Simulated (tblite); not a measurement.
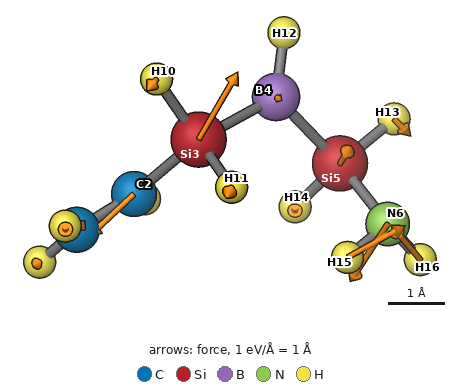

Starting geometry of C₂H₁₀BNSi₂ with the computed forces as orange arrows. A ball-and-stick model, seen at a tilt.

All numbers below come from GFN2-xTB geometry optimisation, gas phase in tblite. 

What follows when this structure is relaxed?

It isn't relaxed: the largest force vector, on the N atom, is 1.67 eV/Å. The final displacements have little in common with the starting forces (cosine between the two patterns 0.15). The energy falls by 0.412 eV in 184 geometry steps. The atom that moves furthest after the best rigid fit is an H atom (1.73 Å). Largest moves by element: H 1.73 Å, C 0.67 Å, N 0.45 Å, Si 0.26 Å, B 0.15 Å. Near-neighbour distances that change, for instance: C–Si 1.844 → 1.897 Å, N–Si 1.779 → 1.732 Å, H–N 1.047 → 1.007 Å, H–Si 1.466 → 1.490 Å. Bond angles that change, for instance: Si–N–H 107.1° → 119.4°, B–Si–H 108.8° → 118.3°, N–Si–H 109.5° → 101.9°. Groups turn about C–Si by about 65°, B–Si by about 40°.
